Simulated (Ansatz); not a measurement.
**BLYP/def2-SVP run of C2H7NSi (SMILES NC1C[SiH2]1)**

Aim: the electronic atomisation energy of C2H7NSi at BLYP/def2-SVP, from 5 runs. 

Program for the calculation: Ansatz 0.2.0.

61 further runs of the same task are left out: 61 set aside as unsound or not needed.

### 1 The molecule

C2H7NSi has 11 atoms, charge 0, and is taken as a singlet. SMILES: `NC1C[SiH2]1`. The shape is that of a PBE0-D4/def2-TZVP optimisation. This is one conformer, not always the lowest.

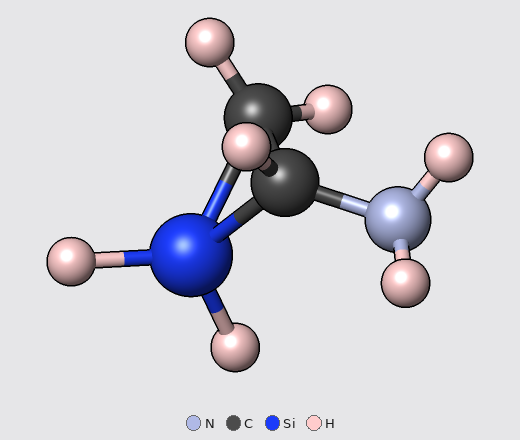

The structure, seen from a chosen angle (nitrogen light blue, carbon dark grey, silicon blue, hydrogen pink).

### 2 The energy at BLYP/def2-SVP

Contents of in.yaml:

```yaml
crystal:
  periodic: [false, false, false]
  atoms:
    - {symbol: N, position_ang: [-1.337200, 0.826100, -0.314200]}
    - {symbol: C, position_ang: [0.048100, 0.587400, -0.015100]}
    - {symbol: C, position_ang: [0.296100, -0.519700, 1.025200]}
    - {symbol: Si, position_ang: [0.845000, -0.955900, -0.685100]}
    - {symbol: H, position_ang: [-1.450400, 1.288300, -1.206000]}
    - {symbol: H, position_ang: [-1.774000, 1.401500, 0.397500]}
    - {symbol: H, position_ang: [0.701400, 1.454200, 0.118600]}
    - {symbol: H, position_ang: [1.025100, -0.311700, 1.801300]}
    - {symbol: H, position_ang: [-0.607900, -0.997000, 1.390600]}
    - {symbol: H, position_ang: [2.288700, -0.939900, -1.005500]}
    - {symbol: H, position_ang: [0.030300, -1.890100, -1.486800]}
basis:
  gaussian: {orbitals: def2-SVP}
hamiltonian: {xc: {name: BLYP}}
accuracy: high
output: {orbitals: {seedname: orbitals}}
```

Launch:

```
$ ansatz run in.yaml --threads 1 --pin off --max-ram 3480MiB --events-out events.jsonl --progress --plain --runs-dir runs
```

Standard output:

```text
Warning: RAYON_NUM_THREADS=1 ignored (pool sized by the plan → 1); use --threads N
Functional definition: BLYP
  name "BLYP"
  parameter beta = 0.0042
  parameter a = 0.04918
  parameter b = 0.132
  parameter c = 0.2533
  parameter d = 0.349
  exchange = b88_x(beta = beta)
  correlation = lyp_c(a = a, b = b, c = c, d = d)
2284 factors; integrals over basis functions are off by at most 3.9e-9 eV
mean field evaluation 1: about -11532.0828 eV, gradient 7.7e1 eV
mean field evaluation 2: about -11428.6644 eV, gradient 1.8e2 eV
mean field evaluation 4: about -11546.2845 eV, gradient 1.6e1 eV
mean field evaluation 8: about -11546.8422 eV, gradient 4.0e-1 eV
mean field evaluation 16: about -11546.8426 eV, gradient 7.7e-6 eV
mean field -11546.84255904 eV, -424.3386373136 hartree, gradient 9.7e-8 eV, S^2 0.000000; 0 other end points of the search recorded, 0 dependent functions left out
reference -11546.84261798 eV, -424.3386394796 hartree; 20, 20 occupied and 75, 75 virtual orbitals, 2284 factors
Total energy: -11546.84261798 eV, -424.3386394796 hartree
```

It took 6.6 s on 1 thread of Arm Neoverse V2, shared host; peak memory 0.27 GiB.

### 3 The C atom at the same level

Contents of job.yaml:

```yaml
crystal:
  periodic: [false, false, false]
  atoms:
    - {symbol: C, position_ang: [0.000000, 0.000000, 0.000000]}
basis:
  gaussian:
    orbitals: def2-SVP
hamiltonian:
  xc: {name: BLYP}
magnetization:
  spin_polarized: true
  initial_magnetization: 2
accuracy: high
```

Run the same way, it converges to -37.80070 Eh (log not shown).

### 4 The H atom at the same level

Contents of input.yaml:

```yaml
crystal:
  periodic: [false, false, false]
  atoms:
    - {symbol: H, position_ang: [0.000000, 0.000000, 0.000000]}
basis:
  gaussian: {orbitals: def2-SVP}
magnetization: {spin_polarized: true, initial_magnetization: 1}
accuracy: high
hamiltonian: {xc: {name: BLYP}}
```

Run the same way, it converges to -0.49640 Eh (log not shown).

### 5 The N atom, same level

Contents of in.yaml:

```yaml
crystal:
  periodic: [false, false, false]
  atoms:
    - symbol: N
      position_ang: [0.000000, 0.000000, 0.000000]
basis:
  gaussian:
    orbitals: def2-SVP
magnetization:
  spin_polarized: true
  initial_magnetization: 3
hamiltonian:
  xc: {name: BLYP}
accuracy: high
```

Launch:

```
$ ansatz run in.yaml --threads 1 --pin off --max-ram 3480MiB --events-out events.jsonl --progress --plain --runs-dir runs
```

Standard output, shortened:

```text
Warning: RAYON_NUM_THREADS=1 ignored (pool sized by the plan → 1); use --threads N
[... 9 set-up lines as earlier in the session ...]
95 factors; integrals over basis functions are off by at most 1.5e-9 eV
mean field evaluation 1: about -1483.3777 eV, gradient 6.8e0 eV
mean field evaluation 2: about -1483.4667 eV, gradient 5.5e0 eV
mean field evaluation 4: about -1483.6210 eV, gradient 1.6e-2 eV
mean field evaluation 8: about -1483.6208 eV, gradient 1.1e-5 eV
mean field -1483.62081593 eV, -54.5220593510 hartree, gradient 1.9e-8 eV, S^2 3.752420; 0 other end points of the search recorded, 0 dependent functions left out
reference -1483.62083776 eV, -54.5220601535 hartree; 5, 2 occupied and 9, 12 virtual orbitals, 95 factors
Total energy: -1483.62083776 eV, -54.5220601535 hartree
```

It took 0.2 s on 1 thread of Arm Neoverse V2, shared host.

### 6 The Si atom

Contents of input.yaml:

```yaml
crystal:
  periodic: [false, false, false]
  atoms:
    - {symbol: Si, position_ang: [0.000000, 0.000000, 0.000000]}
basis:
  gaussian:
    orbitals: def2-SVP
magnetization:
  spin_polarized: true
  initial_magnetization: 2
hamiltonian:
  xc: {name: BLYP}
accuracy: high
```

Run the same way, it converges to -289.27769 Eh (log not shown).

### 7 What came out

Level: BLYP/def2-SVP.

| quantity | value |
| --- | --- |
| molecule: total energy | -424.33864 Eh |
| molecule: HOMO energy | -4.73 eV |
| molecule: LUMO energy | 0.13 eV |
| molecule: HOMO–LUMO gap | 4.86 eV |
| C atom: total energy | -37.80070 Eh |
| C atom: ⟨S²⟩ | 2.002 |
| H atom: total energy | -0.49640 Eh |
| H atom: ⟨S²⟩ | 0.750 |
| N atom: total energy | -54.52206 Eh |
| N atom: ⟨S²⟩ | 3.752 |
| Si atom: total energy | -289.27769 Eh |
| Si atom: ⟨S²⟩ | 2.002 |
| electronic atomisation energy | 39.801 eV |

**Reading.** Taking the molecule apart into free atoms costs 39.80 eV (3840 kJ/mol), before zero-point energy and without spin-orbit coupling.
